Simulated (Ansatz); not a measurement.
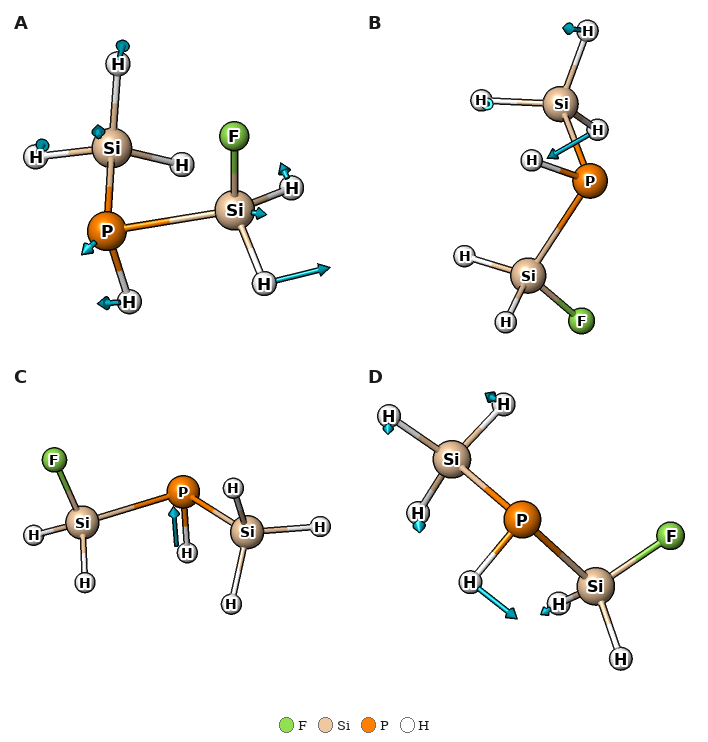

4 normal modes of one molecule or complex, as arrows. Harmonic vibrations computed with RKS PBE0-D4/def2-TZVP (Ansatz 0.2.0) at a stationary point of the same level.

Match the panels to the wavenumbers 436 cm⁻¹, 771 cm⁻¹, 936 cm⁻¹, 2392 cm⁻¹.

Answer. A: 436 cm⁻¹
B: 936 cm⁻¹, H–Si–H bending
C: 2392 cm⁻¹, P–H stretching
D: 771 cm⁻¹, H–P–Si bending
